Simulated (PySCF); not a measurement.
Cl4Hf, SMILES `Cl[Hf](Cl)(Cl)Cl`.

Computed with PySCF, r2SCAN/def2-TZVP, geometry: GFN2-xTB. Core potentials replace the inner electrons of Hf; spin–orbit coupling isn't included. This is a single-reference result, which may miss multireference character in this system. No frequency check shows the geometry to be a minimum. GFN2-xTB bond lengths at metals and heavier atoms can be off by up to 0.1 Å and shapes distorted, which carries into these values.

Coordinates in Å:

```
Cl1      1.2962   -0.9953   -1.5376
Hf2     -0.0001   -0.0000    0.0001
Cl3      1.2962    0.9953    1.5374
Cl4     -1.2959   -1.5383    0.9946
Cl5     -1.2959    1.5383   -0.9949
```

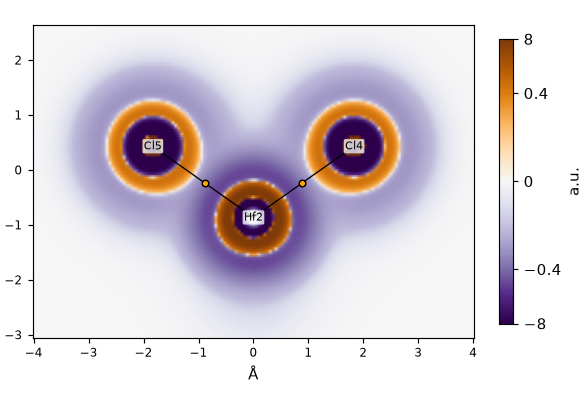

Negative Laplacian of the density (−∇²ρ) in the plane of Hf2, Cl4 and Cl5 (orange positive, purple negative, colour scale in a.u., logarithmic beyond ±0.04), with bond paths and bond critical points (dots).

At which bond critical points in this plane is charge locally concentrated, and at which depleted?

At none is it concentrated. Depleted (∇²ρ > 0): Hf2–Cl4 and Hf2–Cl5 (+0.28 a.u., H = −0.037). A positive Laplacian with negative H is typical of metal–ligand bonds.
